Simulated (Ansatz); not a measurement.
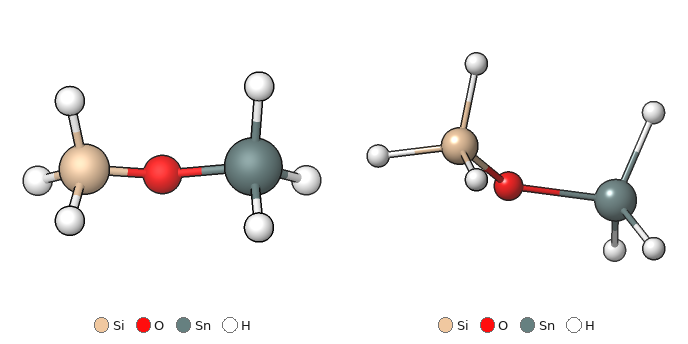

Two views of one molecule.

Describe the molecule.

The molecule is H₆OSiSn. Its SMILES string is `[SiH3][O][SnH3]`. Among its groups: Si–H bond, Si–O bond. This geometry has Cs symmetry. Coordination: 1 Si tetrahedral; 1 O bent; 1 Sn tetrahedral.

More results for the same structure follow; atom numbers are the same in all pictures, views and colours differ. The computed structure is the end point of a PBE0-D4/def2-TZVP optimisation.

### Shape

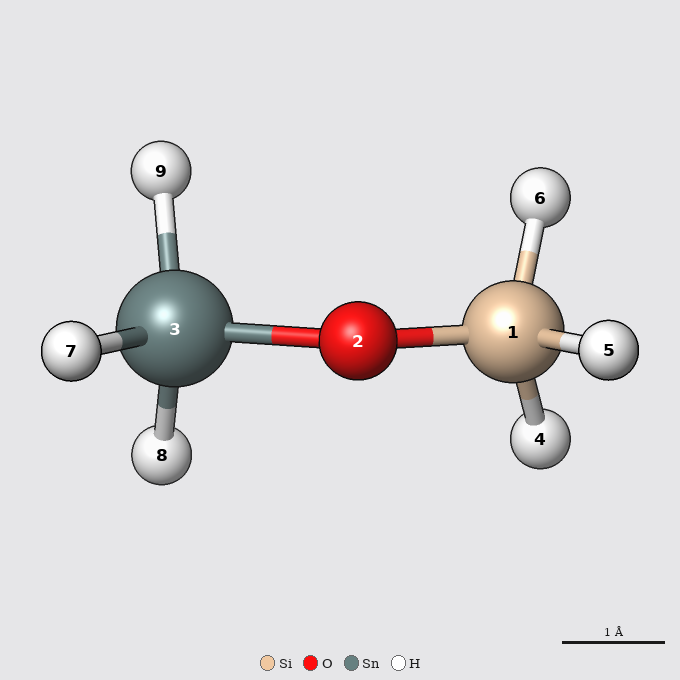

Numbered structure.

Which atoms are bonded, and how long are the bonds?

```json
{"bond": "Si1–O2", "length (Å)": "1.627"}
{"bond": "Si1–H4", "length (Å)": "1.492"}
{"bond": "Si1–H5", "length (Å)": "1.486"}
{"bond": "Si1–H6", "length (Å)": "1.492"}
{"bond": "O2–Sn3", "length (Å)": "1.963"}
{"bond": "Sn3–H7", "length (Å)": "1.699"}
{"bond": "Sn3–H8", "length (Å)": "1.705"}
{"bond": "Sn3–H9", "length (Å)": "1.705"}
```

### Vibrations

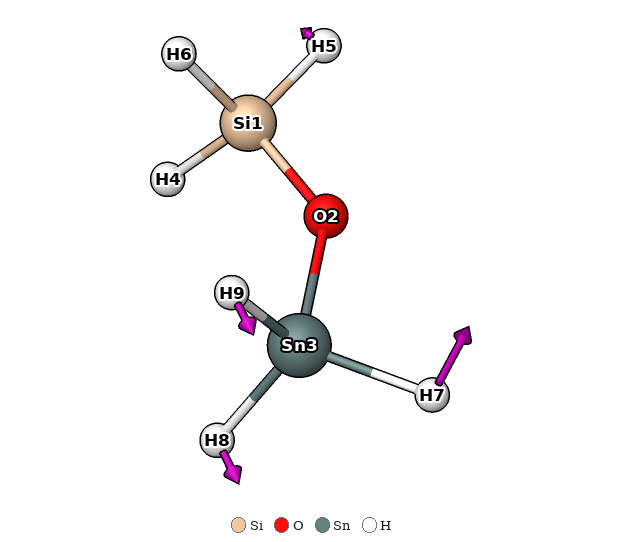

The arrows show one normal mode. Harmonic vibrations computed with RKS PBE0-D4/def2-TZVP, core potentials on Sn (Ansatz 0.2.0) at a stationary point of the same level.

Describe the motion.

Answer. Mostly H–Sn–O bending.

Estimate its harmonic wavenumber.

Answer. 518 cm⁻¹; it is mode 6 of 21 counted from the lowest.

### Levels of theory compared

Program: Ansatz 0.2.0.

Tabulate HOMO–LUMO gap (eV), HOMO energy (eV), dipole (D) at these levels: B3LYP-D4/def2-TZVPP; PBE-D4/def2-TZVPP; r2SCAN-D4/def2-TZVPP; ωB97M-V/def2-TZVPP.

| level | HOMO–LUMO gap (eV) | HOMO energy (eV) | dipole (D) |
| --- | --- | --- | --- |
| B3LYP-D4/def2-TZVPP | 7.04 | −8.04 | 2.04 |
| PBE-D4/def2-TZVPP | 5.24 | −6.82 | 1.99 |
| r2SCAN-D4/def2-TZVPP | 5.95 | −7.16 | 2.05 |
| ωB97M-V/def2-TZVPP | 11.32 | −10.55 | 2.12 |

### Charges

The questions are on Mulliken charges. Properties computed with RKS PBE0-D4/def2-TZVP, core potentials on Sn (Ansatz 0.2.0).

Give the Mulliken charges atom by atom.

| atom | value (e) |
| --- | --- |
| Si1 | 0.31 |
| O2 | −0.59 |
| Sn3 | 0.56 |
| H4 | −0.05 |
| H5 | −0.04 |
| H6 | −0.05 |
| H7 | −0.04 |
| H8 | −0.04 |
| H9 | −0.04 |

Mulliken values depend strongly on the basis set and can even reverse the polarity of a bond.
